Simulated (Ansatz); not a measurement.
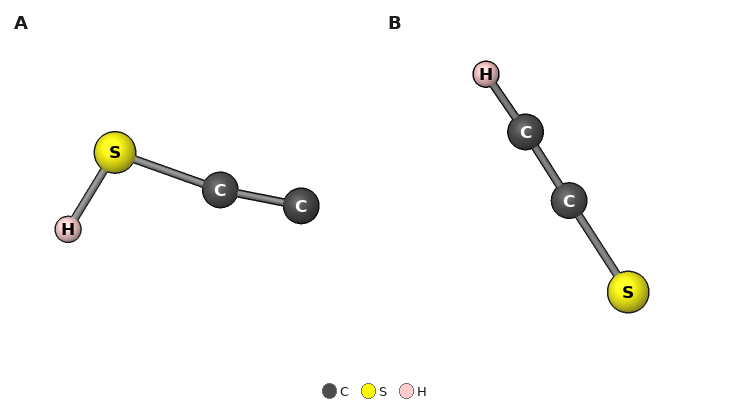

2 stationary structures of one formula. The species has charge −1 and is a spin singlet. Geometries: PBE-D4/def2-SVPD. Electronic energies: PBE-D4/def2-SVPD (Ansatz 0.2.0), without zero-point energy. No frequency run is at hand to confirm each as a minimum.

Rank them by energy, lowest first.

B is lowest (C∞v); A lies 1.953 eV above it.
